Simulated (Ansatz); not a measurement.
SiCl4F: geometry relaxation (part 1 of 2)

System: SiCl4F, multiplicity 2.
Method: UKS PBE-D4/def2-SVP (Ansatz 0.2.0).

It belongs to a series of runs on one base structure; here: end point A relaxed. Figures and captions count atoms from 1; the log counts them from 0 in places.

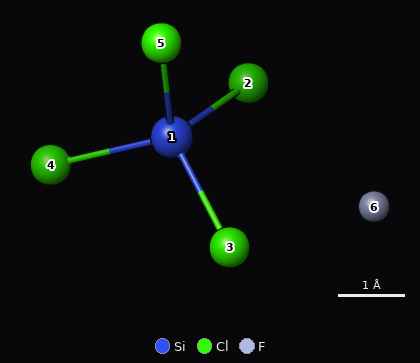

Figure 1. The input geometry (ball-and-stick view, seen at a tilt; atoms are numbered from 1 in the order of the input). Bond lengths as drawn: Cl–Si 2.03 to 2.11 Å.

**Key numbers**

| quantity | value |
| --- | --- |
| outcome | converged |
| total energy | −60642.0528 eV |
| mean-field energy | −60641.7521 eV |
| ⟨S²⟩ | 0.751 |
| largest force (length of the vector) at the end | 0.029 eV/Å |
| hardware | 4 threads of Intel Xeon @ 2.90GHz (Ice Lake), 192 GiB of memory available, shared host |
| wall time | 50 s (CPU time 3 min) |
| peak memory | 0.28 GiB |

**Input**
```yaml
crystal:
  periodic: [false, false, false]
  atoms:
    - { symbol: Si, position_ang: [-0.167567, -4.0e-06, 0.160636] }
    - { symbol: Cl, position_ang: [-1.19954, -2.2e-05, 2.003922] }
    - { symbol: Cl, position_ang: [1.839812, -8.0e-06, 0.470643] }
    - { symbol: Cl, position_ang: [-0.743494, 1.677937, -0.8596] }
    - { symbol: Cl, position_ang: [-0.743495, -1.677927, -0.859629] }
    - { symbol: F, position_ang: [1.016484, 2.3e-05, 3.516128] }
magnetization:
  spin_polarized: true
  initial_magnetization: 1
basis:
  gaussian: { orbitals: def2-SVP }
hamiltonian:
  xc: pbe
  dispersion: d4
relax:
  f_tol: 0.03
  max_steps: 50
```

Launch command:
```bash
ansatz run input.yaml --threads 4 --pin off --max-ram 5120MiB --backend cpu --events-out ev --progress --plain --runs-dir out
```

**Output**
```
The last accepted step is kept in [file] (removed where the run ends without a failure and the disk answers)
Engine: ansatz 0.2.0, x86_64-unknown-linux-gnu
Functional definition: PBE
  parameter kappa = 0.804
  parameter beta = 0.06672455060314922
  exchange = pbe_x(kappa = kappa, mu = beta*pi^2/3)
  correlation = pbe_c(beta = beta)
1124 factors; their error is unknown
mean field evaluation 1: about -60631.6096 eV, gradient 3.7e1 eV
mean field evaluation 2: about -60290.0272 eV, gradient 1.2e2 eV
mean field evaluation 4: about -60631.0083 eV, gradient 3.5e1 eV
mean field evaluation 8: about -60639.8938 eV, gradient 2.0e-1 eV
mean field evaluation 16: about -60630.6915 eV, gradient 3.0e1 eV
mean field evaluation 32: about -60637.3709 eV, gradient 7.6e0 eV
mean field -60639.89734950 eV, -2228.4751243955 hartree, gradient 1.0e-5 eV, S^2 0.750975; 8 other end points of the search recorded, 0 dependent functions left out
the calculation of the forces begins
reference -60639.89737473 eV, -2228.4751253224 hartree; 46, 45 occupied and 58, 59 virtual orbitals, 1124 factors
relax step   1: F+E_penalty+E_count = -60640.19336188 eV  Δ(F+E_penalty+E_count) = +0.000e0 eV  max|allowed force component| = 6.401e-1 eV/Å  Δτ_max = 0.0000 Å  (231 SCF iters, accepted)
these checks for a lower state are left out or cut short: starts, cluster_reference, orbital_swaps, neighbouring_geometries, increment
1124 factors; their error is unknown
mean field evaluation 64: about -60640.0165 eV, gradient 8.3e-2 eV
mean field -60640.01658793 eV, -2228.4795063268 hartree, gradient 1.8e-5 eV, S^2 0.751064; 0 other end points of the search recorded, 0 dependent functions left out
[... from here on the field's lines of each further geometry are left out, up to the last ...]
relax step   2: F+E_penalty+E_count = -60640.31591256 eV  Δ(F+E_penalty+E_count) = -1.226e-1 eV  max|allowed force component| = 3.773e-1 eV/Å  Δτ_max = 0.1612 Å  (34 SCF iters, accepted)
relax step   3: F+E_penalty+E_count = -60640.32388855 eV  Δ(F+E_penalty+E_count) = -7.976e-3 eV  max|allowed force component| = 6.081e-1 eV/Å  Δτ_max = 0.1986 Å  (32 SCF iters, accepted)
relax step   4: F+E_penalty+E_count = -60640.36984812 eV  Δ(F+E_penalty+E_count) = -4.596e-2 eV  max|allowed force component| = 4.100e-2 eV/Å  Δτ_max = 0.0734 Å  (33 SCF iters, accepted)
relax step   5: F+E_penalty+E_count = -60640.37027710 eV  Δ(F+E_penalty+E_count) = -4.290e-4 eV  max|allowed force component| = 1.898e-2 eV/Å  Δτ_max = 0.0162 Å  (30 SCF iters, accepted)
relax step   6: F+E_penalty+E_count = -60640.37039143 eV  Δ(F+E_penalty+E_count) = -1.143e-4 eV  max|allowed force component| = 1.873e-2 eV/Å  Δτ_max = 0.0272 Å  (31 SCF iters, accepted)
relax step   7: F+E_penalty+E_count = -60640.37103080 eV  Δ(F+E_penalty+E_count) = -6.394e-4 eV  max|allowed force component| = 8.155e-3 eV/Å  Δτ_max = 0.0284 Å  (31 SCF iters, accepted)
relax step   8: F+E_penalty+E_count = -60640.37616049 eV  Δ(F+E_penalty+E_count) = -5.130e-3 eV  max|allowed force component| = 1.122e-1 eV/Å  Δτ_max = 0.1957 Å  (34 SCF iters, accepted)
relax step   9: F+E_penalty+E_count = -60640.38980306 eV  Δ(F+E_penalty+E_count) = -1.364e-2 eV  max|allowed force component| = 2.548e-1 eV/Å  Δτ_max = 0.1968 Å  (33 SCF iters, accepted)
relax step  10: F+E_penalty+E_count = -60640.42200499 eV  Δ(F+E_penalty+E_count) = -3.220e-2 eV  max|allowed force component| = 3.211e-1 eV/Å  Δτ_max = 0.1971 Å  (34 SCF iters, accepted)
relax step  11: F+E_penalty+E_count = -60640.46476058 eV  Δ(F+E_penalty+E_count) = -4.276e-2 eV  max|allowed force component| = 2.570e-1 eV/Å  Δτ_max = 0.1940 Å  (34 SCF iters, accepted)
relax step  12: F+E_penalty+E_count = -60640.50858324 eV  Δ(F+E_penalty+E_count) = -4.382e-2 eV  max|allowed force component| = 1.415e-1 eV/Å  Δτ_max = 0.1948 Å  (33 SCF iters, accepted)
relax step  13: F+E_penalty+E_count = -60640.55249928 eV  Δ(F+E_penalty+E_count) = -4.392e-2 eV  max|allowed force component| = 1.823e-1 eV/Å  Δτ_max = 0.1949 Å  (34 SCF iters, accepted)
relax step  14: F+E_penalty+E_count = -60640.60786902 eV  Δ(F+E_penalty+E_count) = -5.537e-2 eV  max|allowed force component| = 2.640e-1 eV/Å  Δτ_max = 0.1950 Å  (38 SCF iters, accepted)
relax step  15: F+E_penalty+E_count = -60640.80410544 eV  Δ(F+E_penalty+E_count) = -1.962e-1 eV  max|allowed force component| = 8.048e-1 eV/Å  Δτ_max = 0.1950 Å  (37 SCF iters, accepted)
relax step  16: F+E_penalty+E_count = -60641.19524768 eV  Δ(F+E_penalty+E_count) = -3.911e-1 eV  max|allowed force component| = 8.392e-1 eV/Å  Δτ_max = 0.1950 Å  (43 SCF iters, accepted)
relax step  17: F+E_penalty+E_count = -60641.04855990 eV  Δ(F+E_penalty+E_count) = +1.467e-1 eV  max|allowed force component| = 5.724e0 eV/Å  Δτ_max = 0.1995 Å  (50 SCF iters, rejected (line search))
relax step  18: F+E_penalty+E_count = -60641.38290468 eV  Δ(F+E_penalty+E_count) = -1.877e-1 eV  max|allowed force component| = 1.233e0 eV/Å  Δτ_max = 0.0974 Å  (38 SCF iters, accepted)
relax step  19: F+E_penalty+E_count = -60641.56872942 eV  Δ(F+E_penalty+E_count) = -1.858e-1 eV  max|allowed force component| = 5.445e-1 eV/Å  Δτ_max = 0.0957 Å  (43 SCF iters, accepted)
relax step  20: F+E_penalty+E_count = -60641.70862224 eV  Δ(F+E_penalty+E_count) = -1.399e-1 eV  max|allowed force component| = 9.082e-1 eV/Å  Δτ_max = 0.1445 Å  (45 SCF iters, accepted)
relax step  21: F+E_penalty+E_count = -60641.78244906 eV  Δ(F+E_penalty+E_count) = -7.383e-2 eV  max|allowed force component| = 4.186e-1 eV/Å  Δτ_max = 0.1138 Å  (39 SCF iters, accepted)
relax step  22: F+E_penalty+E_count = -60641.72791264 eV  Δ(F+E_penalty+E_count) = +5.454e-2 eV  max|allowed force component| = 1.304e0 eV/Å  Δτ_max = 0.1997 Å  (36 SCF iters, rejected (line search))
relax step  23: F+E_penalty+E_count = -60641.83352949 eV  Δ(F+E_penalty+E_count) = -5.108e-2 eV  max|allowed force component| = 3.688e-1 eV/Å  Δτ_max = 0.0962 Å  (38 SCF iters, accepted)
relax step  24: F+E_penalty+E_count = -60641.87727804 eV  Δ(F+E_penalty+E_count) = -4.375e-2 eV  max|allowed force component| = 1.717e-1 eV/Å  Δτ_max = 0.1000 Å  (33 SCF iters, accepted)
relax step  25: F+E_penalty+E_count = -60641.94831467 eV  Δ(F+E_penalty+E_count) = -7.104e-2 eV  max|allowed force component| = 2.869e-1 eV/Å  Δτ_max = 0.1469 Å  (36 SCF iters, accepted)
relax step  26: F+E_penalty+E_count = -60642.02205130 eV  Δ(F+E_penalty+E_count) = -7.374e-2 eV  max|allowed force component| = 4.273e-1 eV/Å  Δτ_max = 0.1951 Å  (38 SCF iters, accepted)
relax step  27: F+E_penalty+E_count = -60642.05004163 eV  Δ(F+E_penalty+E_count) = -2.799e-2 eV  max|allowed force component| = 1.174e-1 eV/Å  Δτ_max = 0.1994 Å  (35 SCF iters, accepted)
relax step  28: F+E_penalty+E_count = -60642.05102478 eV  Δ(F+E_penalty+E_count) = -9.832e-4 eV  max|allowed force component| = 1.207e-1 eV/Å  Δτ_max = 0.0502 Å  (36 SCF iters, accepted)
the calculation of the forces begins
reference -60641.75211244 eV, -2228.5432856762 hartree; 46, 45 occupied and 58, 59 virtual orbitals, 1124 factors
relax step  29: F+E_penalty+E_count = -60642.05278846 eV  Δ(F+E_penalty+E_count) = -1.764e-3 eV  max|allowed force component| = 2.674e-2 eV/Å  Δτ_max = 0.0288 Å  (31 SCF iters, accepted)
1124 factors; their error is unknown
mean field evaluation 288: about -60641.2933 eV, gradient 4.9e0 eV
```

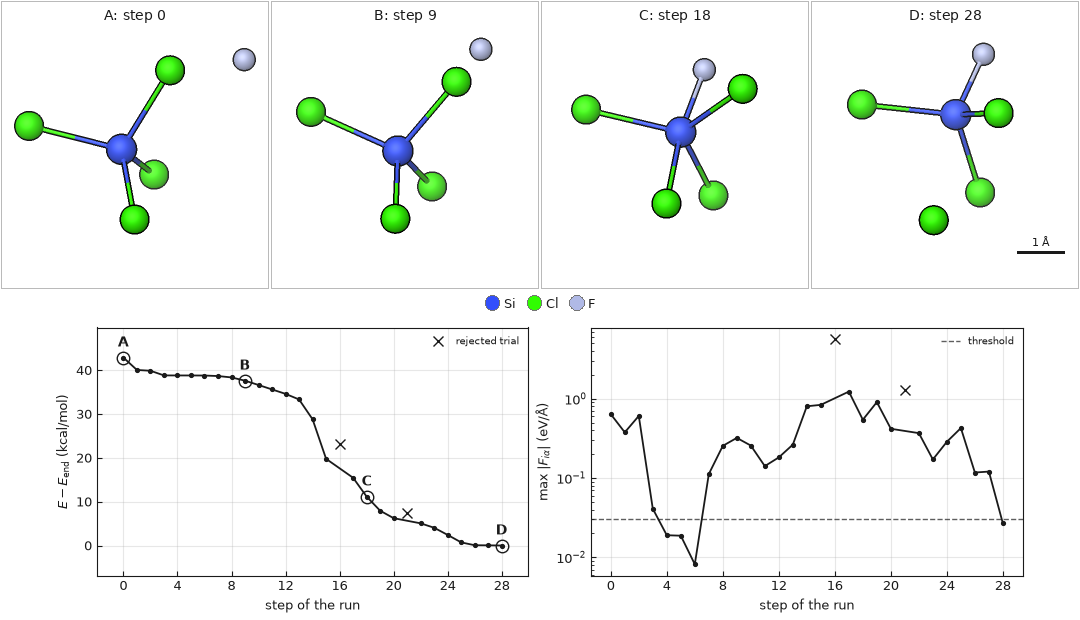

Figure 2. Frames of the relaxation (ball-and-stick view, seen at a tilt) above the curves, on which the letters mark them (the first geometry is step 0 here and step 1 in the log).

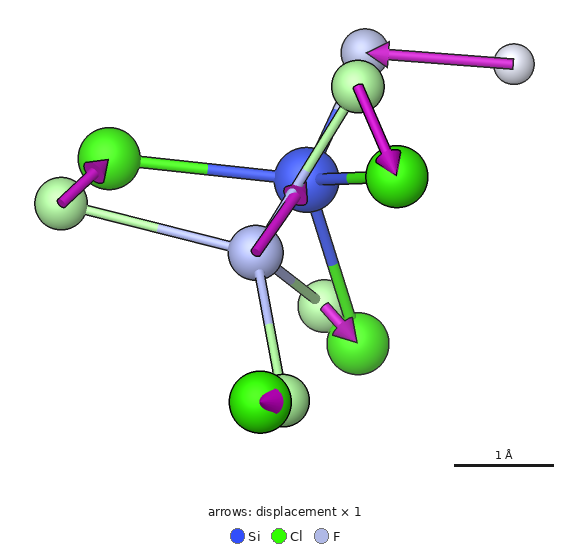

Figure 3. Start (faint) and end (solid) with the displacements as pink arrows, at true length (ball-and-stick view, seen at a tilt). The two geometries are laid on each other by the best rigid fit. The largest move after the best rigid fit is that of F6, 1.52 Å. By element the largest moves are F 1.52 Å, Si 1.13 Å, Cl 1.11 Å. Distances before and after: Si1–F6 3.558 → 1.618 Å, Si1–Cl5 2.046 → 3.411 Å, Si1–Cl2 2.113 → 2.081 Å, Si1–Cl4 2.046 → 2.030 Å. New bonds form: Si1–F6 (3.56 → 1.62 Å). Bonds break: Si1–Cl5 (2.05 → 3.41 Å). Among the angles that change: Cl2–Si1–Cl4 107.3° → 110.7°, Cl3–Si1–Cl4 110.7° → 112.9°. After 28 geometry steps the energy has fallen by 42.9 kcal/mol. The largest force component goes from 0.64 to 0.027 eV/Å. The line search rejected the trial steps at points 16, 21 (counted from 0) and went back. (Atoms are counted from 1 in the order of the input.)

```
mean field -60641.75208414 eV, -2228.5432846363 hartree, gradient 3.4e-5 eV, S^2 0.751298; 7 other end points of the search recorded, 0 dependent functions left out
the calculation of the forces begins
reference -60641.75211244 eV, -2228.5432856762 hartree; 46, 45 occupied and 58, 59 virtual orbitals, 1124 factors
Total energy: -60642.05281676 eV, -2228.5543363560 hartree
Atom 0 at     0.279264     0.411714     1.097343 Å, force    -0.004237    -0.010748    -0.014065 eV/Å
Atom 1 at    -1.105591    -1.035050     1.664368 Å, force    -0.013349    -0.010723     0.022428 eV/Å
Atom 2 at     1.961688    -0.452235     0.359330 Å, force     0.026740    -0.011623    -0.002935 eV/Å
Atom 3 at    -0.556390     1.740846    -0.189806 Å, force    -0.012821     0.023595    -0.010947 eV/Å
Atom 4 at    -1.225578    -1.844501    -0.971780 Å, force     0.000741    -0.000350    -0.008802 eV/Å
Atom 5 at     0.648806     1.179225     2.472645 Å, force     0.002927     0.009849     0.014321 eV/Å
Dipole moment:     0.094868     0.147586     0.148212 e Å
```

**Trajectory as extended XYZ (Å, eV, eV/Å), 29 frames, from step=1 to step=29**
```
6
Properties=species:S:1:pos:R:3:forces:R:3 step=1 energy=-60640.19336
Si   -0.1676    0.0000    0.1606   -0.2753   0.0000   0.4067
Cl   -1.1995    0.0000    2.0039    0.6401   0.0000  -0.1178
Cl    1.8398    0.0000    0.4706    0.0682   0.0000  -0.0089
Cl   -0.7435    1.6779   -0.8596   -0.0022   0.0009   0.0013
Cl   -0.7435   -1.6779   -0.8596   -0.0022  -0.0009   0.0013
F     1.0165    0.0000    3.5161   -0.4286   0.0000  -0.2827
6
Properties=species:S:1:pos:R:3:forces:R:3 step=2 energy=-60640.31591
Si   -0.1478    0.0000    0.1900    0.0294   0.0000   0.0490
Cl   -1.1317    0.0000    2.0339    0.3773   0.0000   0.1877
Cl    1.8708    0.0000    0.4456   -0.0143   0.0000  -0.0183
Cl   -0.7439    1.6765   -0.8217   -0.0104   0.0047   0.0097
Cl   -0.7439   -1.6765   -0.8217   -0.0104  -0.0047   0.0097
F     0.8988    0.0000    3.4059   -0.3717   0.0000  -0.2378
6
Properties=species:S:1:pos:R:3:forces:R:3 step=3 energy=-60640.32389
Si   -0.1212    0.0000    0.2071   -0.0223   0.0000  -0.0422
Cl   -1.0072    0.0000    2.1038   -0.6081   0.0000  -0.4661
Cl    1.8970    0.0000    0.4192    0.0802   0.0000  -0.0339
Cl   -0.7507    1.6724   -0.7958   -0.0035  -0.0291   0.0734
Cl   -0.7507   -1.6724   -0.7958   -0.0035   0.0291   0.0734
F     0.7351    0.0000    3.2936    0.5573   0.0000   0.3953
6
Properties=species:S:1:pos:R:3:forces:R:3 step=4 energy=-60640.36985
Si   -0.1155    0.0000    0.1989   -0.0122   0.0000   0.0410
Cl   -1.0667    0.0000    2.0607   -0.0130   0.0000  -0.0004
Cl    1.9082    0.0000    0.4003   -0.0314   0.0000   0.0013
Cl   -0.7501    1.6812   -0.7802    0.0133  -0.0045  -0.0235
Cl   -0.7501   -1.6812   -0.7803    0.0133   0.0045  -0.0235
F     0.7764    0.0000    3.3328    0.0300   0.0000   0.0051
```
